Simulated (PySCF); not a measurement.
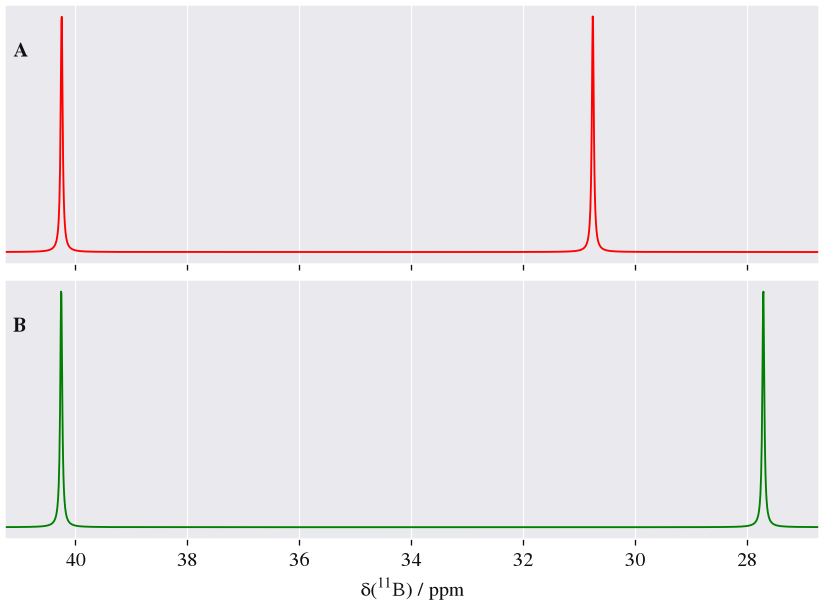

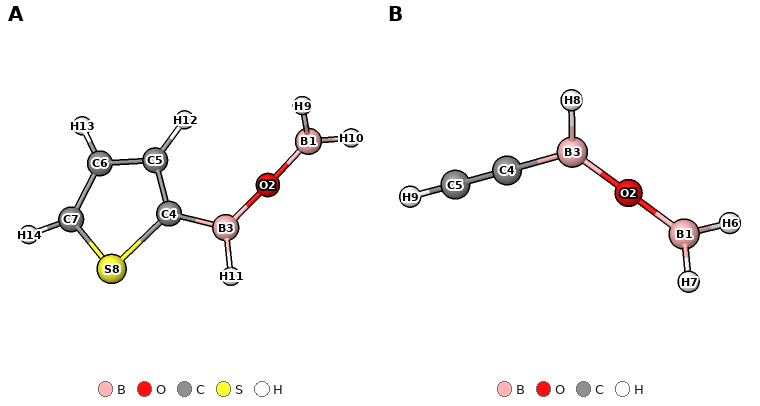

Related molecules: A is C₄H₆B₂OS, SMILES BOBc1cccs1; B is C₂H₄B₂O, SMILES BOBC#C. GIAO ¹¹B shifts against BF₃.OEt₂, PBE0/pcSseg-1 in PySCF 2.14.0, at a GFN2-xTB geometry (no frequency check); fully decoupled, line heights follow the number of nuclei within a panel, widths are arbitrary (no quadrupolar broadening); values of one conformer, averaged over methyl-type rotors and exact or near symmetry; other conformers aren't averaged in.

Question: Assign the ¹¹B signals of each molecule.

Answer: A: 40.2 (B1); 30.8 (B3)
B: 40.3 (B1); 27.7 (B3)

Limits of at least one run: the tight-binding geometry is rougher than a DFT one and adds to the error.
